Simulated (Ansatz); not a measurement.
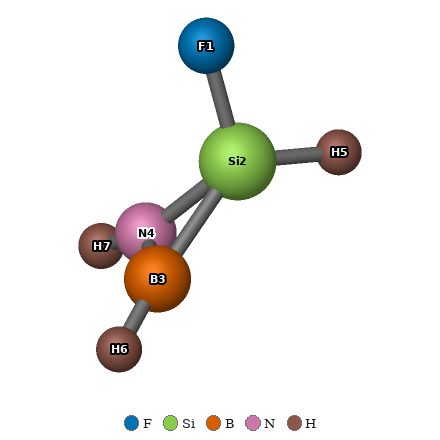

The system is BFH₃NSi (SMILES F[SiH]1BN1) with the probe HF; the picture shows it without the atoms that are moved over the map. 
- The probe is moved over a plane parallel to the molecule's main plane, 5.04 Å above it.
- First axis: x of the probe's F atom. Second axis: y of the probe's F atom.
- Nothing is relaxed (molecule and probe rigid, the probe upright with F nearest the plane).
- The grid has 21 × 17 points.
- All energies are given in kJ/mol relative to the lowest grid point.
- Method: RHF/def2-SVP in Ansatz 0.2.0.

Range: x of the probe's F atom from −3.70 to 3.70 Å; y of the probe's F atom from −2.96 to 2.96 Å.

Q: What landscape does the calculation give?

A: The lowest grid point is at x of the probe's F atom = 0.37 Å, y of the probe's F atom = 0.00 Å. It is the only kind of minimum in the scanned range. The highest grid point, x of the probe's F atom = 3.70 Å, y of the probe's F atom = −1.48 Å, lies 1.99 kJ/mol above the lowest. Near the minimum the curvatures are about 0.0042 and 0.0049 eV/Å² along the soft and the stiff direction.

```csv
"y of the probe's F atom ↓, x of the probe's F atom →",−3.33,−2.59,−1.85,−1.11,−0.37,0.37,1.11,1.85,2.59,3.33
2.96,1.57,1.52,1.47,1.40,1.34,1.32,1.36,1.48,1.64,1.81
2.22,1.43,1.34,1.25,1.14,1.03,0.99,1.06,1.27,1.54,1.78
1.48,1.28,1.16,1.01,0.84,0.64,0.53,0.64,0.96,1.40,1.76
0.74,1.15,1.00,0.82,0.56,0.27,0.15,0.27,0.66,1.24,1.75
0.00,1.06,0.91,0.72,0.42,0.11,0.00,0.14,0.53,1.17,1.75
−0.74,1.01,0.88,0.72,0.47,0.19,0.09,0.23,0.63,1.26,1.80
−1.48,0.99,0.89,0.78,0.64,0.47,0.40,0.55,0.94,1.46,1.86
−2.22,0.98,0.90,0.84,0.80,0.77,0.81,0.98,1.28,1.63,1.88
−2.96,1.00,0.93,0.90,0.90,0.96,1.06,1.23,1.45,1.68,1.85
```

The table holds every second grid line.

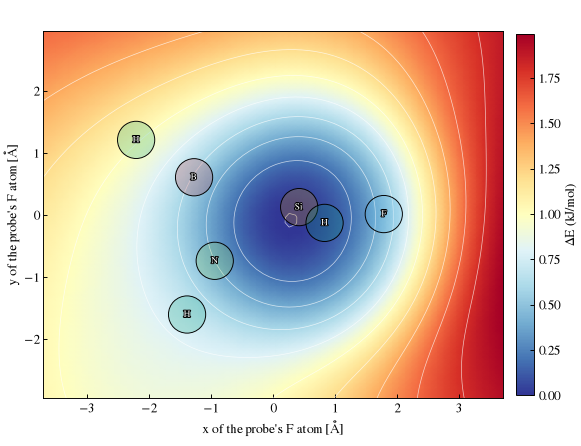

In the figure: a smooth colour map with a few white contour lines, labelled circles for the molecule's atoms, projected on the plane. Between grid points the surface is interpolated.

Time for the 357 points that were run: 14 min on 1 thread of Arm Neoverse N1, with other jobs on the host.
